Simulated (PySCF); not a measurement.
Input

```
{"job": {"kind": "nmr", "xc": "PBE0", "basis": "pcSseg-1"}, "charge": 0, "multiplicity": 1}
C      3.748539     0.752005    -0.441725
C      2.907999     0.334745     0.498685
C      1.547617    -0.074452     0.256279
C      0.782284    -0.168627    -0.895258
C     -0.477649    -0.628911    -0.479868
Si    -2.038679    -0.938315    -1.463290
S     -3.451063     0.629975    -1.051026
Si    -3.116028     1.115810     1.017038
N     -0.483609    -0.803473     0.838397
N      0.727417    -0.472670     1.263612
H      3.456158     0.814574    -1.475310
H      4.756490     1.045115    -0.206615
H      3.228938     0.285234     1.532442
H      1.075975     0.061931    -1.897903
H     -1.773898    -0.820156    -2.891065
H     -2.639931    -2.211960    -1.082104
H     -3.172740    -0.097592     1.814455
H     -4.210128     2.035405     1.287427
H     -1.825631     1.784967     1.127907
H      0.952792    -0.531450     2.244886
```

Command:

```sh
OMP_NUM_THREADS=1 python probes_run.py task.json out
```

Geometry: GFN2-xTB.

Computed with PBE0/pcSseg-1, SCF density, gas phase, non-relativistic (PySCF).

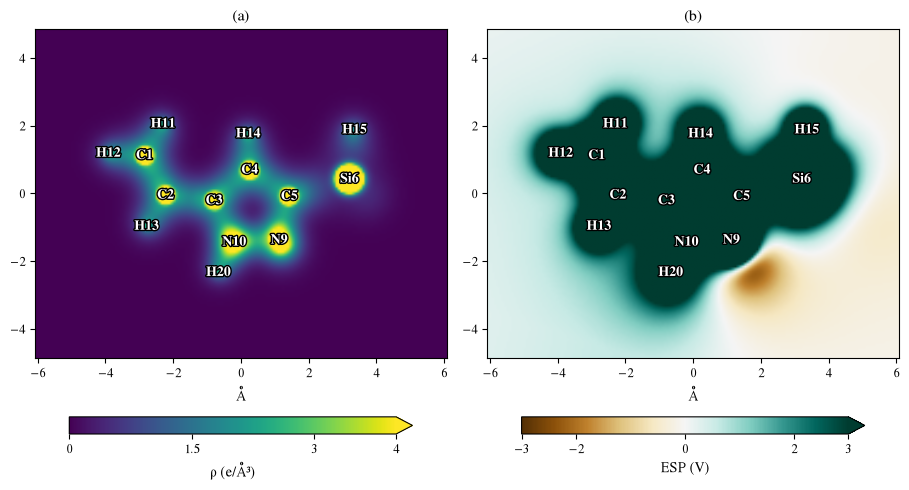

C5H10N2SSi2 (SMILES C=Cc1cc([SiH2]S[SiH3])n[nH]1). (a) electron density; (b) electrostatic potential on the plane of atoms C3, C4 and C5.

Question: What does the map show?

Answer:
- The plane passes through C, Si, N and H nuclei.
- N–N (1.33 Å): ρ is about 2.6 e/Å³ halfway.
- C–C (1.33 Å): the density is about 2.3 e/Å³ at the midpoint.
- C–N (1.33 Å): ρ is about 2.5 e/Å³ halfway.
- C–Si (1.87 Å): ρ at the midpoint is about 0.96 e/Å³.
- N–H (1.01 Å): ρ is about 3 e/Å³ halfway.
- Outside the dense part of the molecule the potential is most negative (−2.2 V) near N9.
